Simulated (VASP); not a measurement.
Energy against volume of Na₂S (antifluorite). Computed with PBE GGA with D3 dispersion (Becke-Johnson damping), VASP's PBE PAW potentials (set 64) (plane waves; VASP).

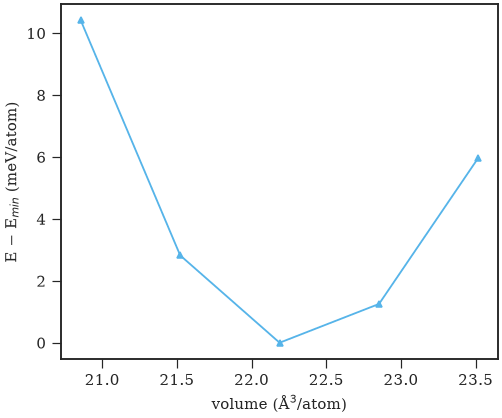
Fig. 1. Energy against volume

Question: Estimate the equilibrium volume and the bulk modulus.

Answer: The minimum lies near 22.3 Å³/atom, and the curvature gives B0 of about 32 GPa.

Measured: a 6.537 Å (computed value off by -1.4 %), as given by Some thermoelectric phenomena in copper chalcogenides replaced by lithium and sodium alkaline metals, Nanomaterials …. The calculation is for a static lattice, while the measured a holds thermal and zero-point effects, which are part of the difference.

The compound is Na2S in the antifluorite structure. It was relaxed first.
